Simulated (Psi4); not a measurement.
# triplet [NO2]+: levels of theory compared

Wanted: a comparison of 6 runs (U-r2SCAN/def2-TZVPPD, U-revPBE/def2-TZVPPD, UB3LYP/def2-TZVPPD, UM06-L/def2-TZVPPD, UPBE0/def2-TZVPPD, UTPSS/def2-TZVPPD) of triplet [NO2]+. 

Program for the calculation: Psi4 1.11.

## (1) The system as given

The species is [NO2]+ (3 atoms), meant as a triplet with charge +1. As SMILES of the parent species, `O=[N+]=O`. The coordinates come from a PBE0-D4/def2-TZVP relaxation. That shape belongs to the parent species and isn't relaxed for this state.

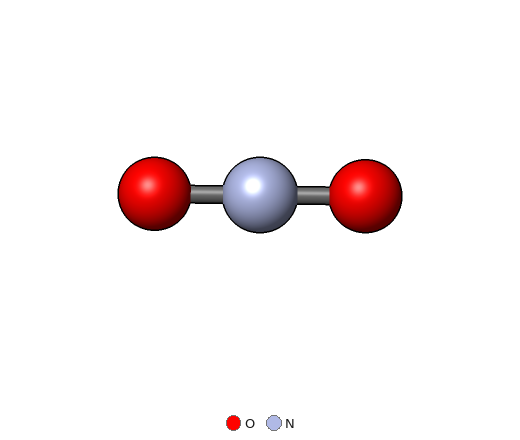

Viewed from a chosen angle; oxygen red, nitrogen light blue.

## (2) The energy at U-r2SCAN/def2-TZVPPD (run 1)

File no2.py:

```python
import psi4

psi4.set_memory(1600000000)
psi4.set_num_threads(1)
psi4.set_output_file('run.log', False)

mol = psi4.geometry("""
1 3
O     -0.572980     0.927020    -0.209580
N     -0.000010    -0.000010     0.000000
O      0.572990    -0.927010     0.209580
symmetry c1
no_reorient
no_com
""")

psi4.set_options({
    'basis': 'def2-TZVPPD',
    'reference': 'uks',
    'puream': True,
    'e_convergence': 1e-09,
    'd_convergence': 1e-08,
    'scf_type': 'pk',
    'dft_radial_points': 99,
    'dft_spherical_points': 590,
    'maxiter': 100,
})

result, w = psi4.energy("R2SCAN", return_wfn=True)
psi4.oeprop(w, "WIBERG_LOWDIN_INDICES", "MULLIKEN_CHARGES", "DIPOLE", title="R2SCAN")
print('E =', round(result, 9))
```

Run with:

```bash
$ python no2.py
```

run.log:

```text
[...]
  Running in c1 symmetry.
[...]
  Nuclear repulsion =   68.664162171166467
[...]
  Multiplicity = 3
[...]
  Nalpha       = 12
  Nbeta        = 10
[...]
    Number of basis functions: 117
[...]
   @UKS iter   1:  -204.45063361617866    7.28937e-01   1.97064e-03 DIIS/ADIIS
[...]
   @UKS iter  36:  -204.47085039756070   -7.38964e-13   8.48372e-09 DIIS
[...]
   @S^2 Observed:                2.030077299E+00
[...]
  @UKS Final Energy:  -204.47085039756070
   => Energetics <=
    Nuclear Repulsion Energy =             68.6641621711664669
    One-Electron Energy =                -406.9588666265358370
    Two-Electron Energy =                 157.4814692677218773
    DFT Exchange-Correlation Energy =     -23.6576152099132244
    Empirical Dispersion Energy =           0.0000000000000000
    VV10 Nonlocal Energy =                  0.0000000000000000
    Total Energy =                       -204.4708503975606959
[...]
 Multipole Moments:
 ------------------------------------------------------------------------------------
     Multipole            Electronic (a.u.)      Nuclear  (a.u.)        Total (a.u.)
 ------------------------------------------------------------------------------------
 L = 1.  Multiply by 2.5417464519 to convert [e a0] to [Debye]
 Dipole X            :         -0.0000094            0.0000189            0.0000095
 Dipole Y            :         -0.0000059            0.0000189            0.0000130
 Dipole Z            :          0.0000012            0.0000000            0.0000012
 Magnitude           :                                                    0.0000161
[...]
```

On the terminal:

```text
E = -204.470850398
```

It took 68 s on 1 thread of Intel Xeon 6975P-C (Granite Rapids), shared host; peak memory 0.68 GiB.

## (3) Energy and gradient at U-revPBE/def2-TZVPPD (run 2)

File job.json:

```json
{
  "schema_name": "qcschema_input",
  "schema_version": 1,
  "molecule": {
    "schema_name": "qcschema_molecule",
    "schema_version": 2,
    "symbols": ["O", "N", "O"],
    "geometry": [-1.08277527, 1.75181391, -0.3960488, -1.89e-05, -1.89e-05, 0.0, 1.08279417, -1.75179501, 0.3960488],
    "molecular_charge": 1,
    "molecular_multiplicity": 3,
    "fix_symmetry": "c1",
    "fix_com": true,
    "fix_orientation": true
  },
  "driver": "gradient",
  "model": {
    "method": "revpbe",
    "basis": "def2-TZVPPD"
  },
  "keywords": {
    "reference": "uks",
    "puream": true,
    "e_convergence": 1e-09,
    "d_convergence": 1e-08,
    "scf_type": "pk",
    "dft_radial_points": 99,
    "dft_spherical_points": 590,
    "maxiter": 100,
    "scf_properties": ["QUADRUPOLE", "DIPOLE", "MULLIKEN_CHARGES"]
  }
}
```

Run with:

```bash
$ psi4 --qcschema job.json -n 1 --memory 1600MB
```

stdout:

```text
[...]
  Running in c1 symmetry.
[...]
  Nuclear repulsion =   68.664162361828446
[...]
  Multiplicity = 3
[...]
  Nalpha       = 12
  Nbeta        = 10
[...]
    Number of basis functions: 117
[...]
   @UKS iter   1:  -204.52927897594350    7.28573e-01   2.07653e-03 DIIS/ADIIS
[...]
   @UKS iter  11:  -204.54660476502397   -1.19371e-12   4.33335e-09 DIIS
[...]
   @S^2 Observed:                2.003344651E+00
[...]
  @UKS Final Energy:  -204.54660476502397
   => Energetics <=
    Nuclear Repulsion Energy =             68.6641623618284456
    One-Electron Energy =                -407.0023872160618907
    Two-Electron Energy =                 157.4932937385091805
    DFT Exchange-Correlation Energy =     -23.7016736492997317
    Empirical Dispersion Energy =           0.0000000000000000
    VV10 Nonlocal Energy =                  0.0000000000000000
    Total Energy =                       -204.5466047650239716
[...]
  Mulliken Charges: (a.u.)
   Center  Symbol    Alpha    Beta     Spin     Total
       1     O     4.35745  3.58931  0.76813  0.05324
       2     N     3.28511  2.82137  0.46375  0.89352
       3     O     4.35744  3.58932  0.76812  0.05323
   Total alpha = 12.00000, Total beta = 10.00000, Total charge =  1.00000
[...]
  -Total Gradient:
     Atom            X                  Y                   Z
    ------   -----------------  -----------------  -----------------
       1        0.126523180198    -0.204729005960     0.046283214482
       2        0.000038485027    -0.000000259537     0.000004095481
       3       -0.126561665146     0.204729265433    -0.046287309730
[...]
```

The result, in JSON:

```text
{
 "driver": "gradient",
 "model": {
  "method": "revpbe",
  "basis": "def2-TZVPPD"
 },
 "success": true,
 "return_result": [0.12652318019783837, -0.2047290059599417, 0.04628321448171327, 3.8485027331567295e-05, -2.595374077607081e-07, 4.095481429405906e-06, -0.12656166514611994, 0.20472926543301362, -0.04628730972980938],
 "properties": {
  "calcinfo_nbasis": 117,
  "calcinfo_nmo": 117,
  "calcinfo_nalpha": 12,
  "calcinfo_nbeta": 10,
  "calcinfo_natom": 3,
  "nuclear_repulsion_energy": 68.66416236182845,
  "return_energy": -204.54660476502397,
  "return_gradient": [0.12652318019783837, -0.2047290059599417, 0.04628321448171327, 3.8485027331567295e-05, -2.595374077607081e-07, 4.095481429405906e-06, -0.12656166514611994, 0.20472926543301362, -0.04628730972980938],
  "scf_one_electron_energy": -407.0023872160619,
  "scf_two_electron_energy": 157.49329373850918,
  "scf_xc_energy": -23.70167364929973,
  "scf_dipole_moment": [6.632688264951447e-06, 1.1369110124559434e-05, -1.4783671419549282e-06],
  "scf_total_energy": -204.54660476502397,
  "scf_total_gradient": [0.12652318019783837, -0.2047290059599417, 0.04628321448171327, 3.8485027331567295e-05, -2.595374077607081e-07, 4.095481429405906e-06, -0.12656166514611994, 0.20472926543301362, -0.04628730972980938],
  "scf_iterations": 11
 }
}
```

Wall time 20 s (1 thread of Intel Xeon 6975P-C (Granite Rapids), shared host); peak memory 0.68 GiB.

## (4) A single-point energy at UB3LYP/def2-TZVPPD (run 3)

File no2.in:

```
memory 1.6 GB

molecule {
  1 3
  O     -0.572980     0.927020    -0.209580
  N     -0.000010    -0.000010     0.000000
  O      0.572990    -0.927010     0.209580
  symmetry c1
  no_reorient
  no_com
}

set basis def2-TZVPPD
set reference uks
set puream true
set e_convergence 1e-09
set d_convergence 1e-08
set scf_type pk
set dft_radial_points 99
set dft_spherical_points 590
set maxiter 100

result, w = energy("b3lyp", return_wfn=True)
oeprop(w, "DIPOLE", "WIBERG_LOWDIN_INDICES", "MAYER_INDICES", title="B3LYP")
```

Run with:

```bash
$ psi4 -n 1 no2.in no2.out
```

no2.out:

```text
[...]
  Running in c1 symmetry.
[...]
  Nuclear repulsion =   68.664162171166467
[...]
  Multiplicity = 3
[...]
  Nalpha       = 12
  Nbeta        = 10
[...]
    Number of basis functions: 117
[...]
   @UKS iter   1:  -204.53629340088582    7.12184e-01   2.04947e-03 ADIIS/DIIS
[...]
   @UKS iter  12:  -204.55933301998814   -7.28733e-11   8.21135e-09 DIIS
[...]
   @S^2 Observed:                2.025095136E+00
[...]
  @UKS Final Energy:  -204.55933301998814
   => Energetics <=
    Nuclear Repulsion Energy =             68.6641621711664669
    One-Electron Energy =                -406.9427534830025479
    Two-Electron Energy =                 152.9078488672516869
    DFT Exchange-Correlation Energy =     -19.1885905754037758
    Empirical Dispersion Energy =           0.0000000000000000
    VV10 Nonlocal Energy =                  0.0000000000000000
    Total Energy =                       -204.5593330199881450
[...]
 Multipole Moments:
 ------------------------------------------------------------------------------------
     Multipole            Electronic (a.u.)      Nuclear  (a.u.)        Total (a.u.)
 ------------------------------------------------------------------------------------
 L = 1.  Multiply by 2.5417464519 to convert [e a0] to [Debye]
 Dipole X            :         -0.0000090            0.0000189            0.0000099
 Dipole Y            :         -0.0000064            0.0000189            0.0000125
 Dipole Z            :          0.0000024            0.0000000            0.0000024
 Magnitude           :                                                    0.0000162
[...]
```

Run time: 16 s. Hardware: 1 thread of Intel Xeon 6975P-C (Granite Rapids), shared host; peak memory 0.67 GiB.

Runs 4 to 5 aren't shown in full; the table further down has their settings and results.

## (5) A single-point energy at UTPSS/def2-TZVPPD (run 6)

File job.py:

```python
import psi4

psi4.set_memory('1600 MB')
psi4.set_num_threads(1)
psi4.core.set_output_file('run.log', False)

geom = psi4.geometry("""
1 3
O     -0.572980     0.927020    -0.209580
N     -0.000010    -0.000010     0.000000
O      0.572990    -0.927010     0.209580
units angstrom
symmetry c1
no_reorient
no_com
""")

options = {'reference': 'uks', 'puream': True, 'e_convergence': 1e-09, 'd_convergence': 1e-08, 'scf_type': 'pk', 'dft_radial_points': 99, 'dft_spherical_points': 590, 'maxiter': 100}
psi4.set_options(options)

e_tot, wfn = psi4.energy("tpss/def2-TZVPPD", return_wfn=True)
psi4.oeprop(wfn, "MULLIKEN_CHARGES", "DIPOLE", "LOWDIN_CHARGES")
print(f'tpss/def2-TZVPPD energy: {e_tot:.10f} Eh')
```

Run with:

```bash
$ python job.py
```

run.log:

```text
[...]
  Running in c1 symmetry.
[...]
  Nuclear repulsion =   68.664162171166467
[...]
  Multiplicity = 3
[...]
  Nalpha       = 12
  Nbeta        = 10
[...]
    Number of basis functions: 117
[...]
   @UKS iter   1:  -204.57770485787253    7.39295e-01   2.12408e-03 ADIIS/DIIS
[...]
   @UKS iter  14:  -204.62267615017734   -8.24230e-13   3.74503e-09 DIIS
[...]
   @S^2 Observed:                2.004410993E+00
[...]
  @UKS Final Energy:  -204.62267615017734
   => Energetics <=
    Nuclear Repulsion Energy =             68.6641621711664669
    One-Electron Energy =                -407.0593039215623890
    Two-Electron Energy =                 157.5613083915806385
    DFT Exchange-Correlation Energy =     -23.7888427913620752
    Empirical Dispersion Energy =           0.0000000000000000
    VV10 Nonlocal Energy =                  0.0000000000000000
    Total Energy =                       -204.6226761501773410
[...]
 Multipole Moments:
 ------------------------------------------------------------------------------------
     Multipole            Electronic (a.u.)      Nuclear  (a.u.)        Total (a.u.)
 ------------------------------------------------------------------------------------
 L = 1.  Multiply by 2.5417464519 to convert [e a0] to [Debye]
 Dipole X            :         -0.0000186            0.0000189            0.0000003
 Dipole Y            :         -0.0000131            0.0000189            0.0000058
 Dipole Z            :         -0.0000102            0.0000000           -0.0000102
 Magnitude           :                                                    0.0000117
[...]
```

The script printed:

```text
tpss/def2-TZVPPD energy: -204.6226761502 Eh
```

It took 32 s on 1 thread of Intel Xeon 6975P-C (Granite Rapids), shared host; peak memory 0.68 GiB.

## (6) All runs side by side

```tsv
run	level	task	energy (Eh)	HOMO energy (eV)	⟨S²⟩	wall time
1	U-r2SCAN/def2-TZVPPD	energy	-204.470850	-12.51	2.030	68 s
2	U-revPBE/def2-TZVPPD	gradient	-204.546605	-12.62	2.003	20 s
3	UB3LYP/def2-TZVPPD	energy	-204.559333	-13.80	2.025	16 s
4	UM06-L/def2-TZVPPD	gradient	-204.572707	-12.69	2.006	36 s
5	UPBE0/def2-TZVPPD	energy	-204.352462	-14.04	2.032	16 s
6	UTPSS/def2-TZVPPD	energy	-204.622676	-12.90	2.004	32 s
```

## (7) What came out

```
                                 quantity          value
                      run 6: total energy  -204.62268 Eh
run 6: HOMO energy (highest over α and β)      -12.90 eV
                              run 6: ⟨S²⟩          2.004
```

What this shows: Totals of different functionals can't be ranked against each other. All runs together took 3.1 min, the longest 68 s.
